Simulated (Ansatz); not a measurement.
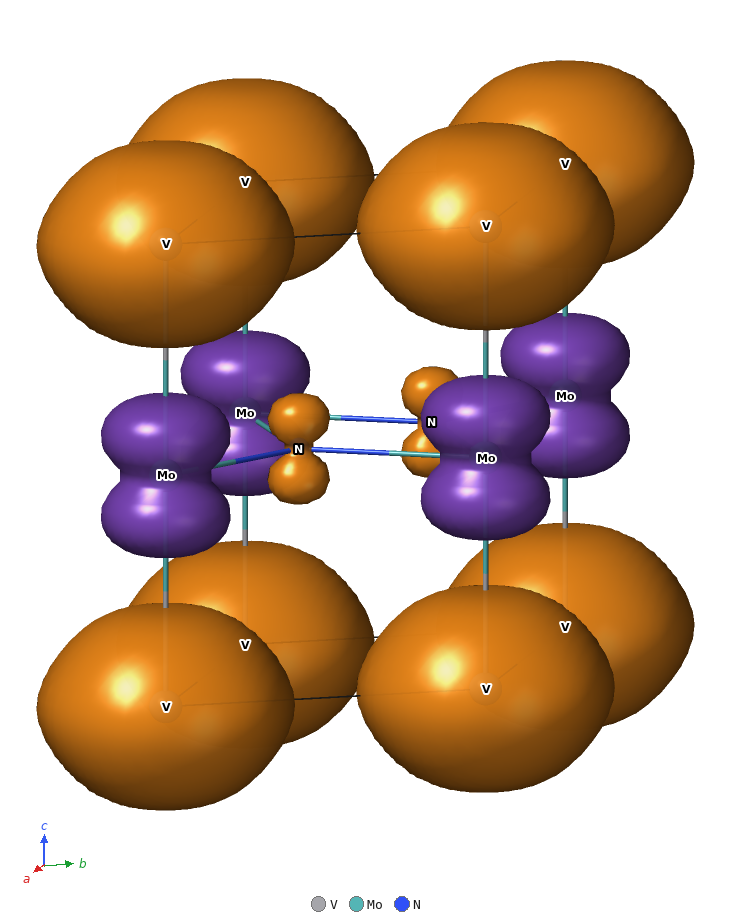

VMoN2. Isosurfaces of the spin density at +0.06 (orange) and −0.06 e/Å³ (purple), seen slightly off an axis. Sticks mark near contacts.

Space group P6/mmm; a structure generated by program, which may or may not match a known phase; spin-polarised.

Level of theory: DFT PBE, scalar-relativistic, plane waves, PAW (Ansatz).

The density is the valence pseudo-density of a PAW calculation; it isn't the true density close to the nuclei.

```
V Mo N
1.0
     3.65669    0.00000    0.00000
    -1.82834    3.16678    0.00000
     0.00000    0.00000    5.17336
V Mo N
1 1 2
Direct
  0.00000 0.00000 0.00000
  0.00000 0.00000 0.50000
  0.33333 0.66667 0.50000
  0.66667 0.33333 0.50000
```

Q: Where is the spin, and how is it ordered?

A: The spin density sits on V: +2.5 μB in one cell of 4 atoms, with smaller moments on other sites: Mo (up to −0.24 μB) and N (up to +0.07 μB): parallel main moments, as they must be, since the calculation's own cell holds one magnetic site. The cell of the calculation (4 atoms) carries 3.1 μB of net spin moment.
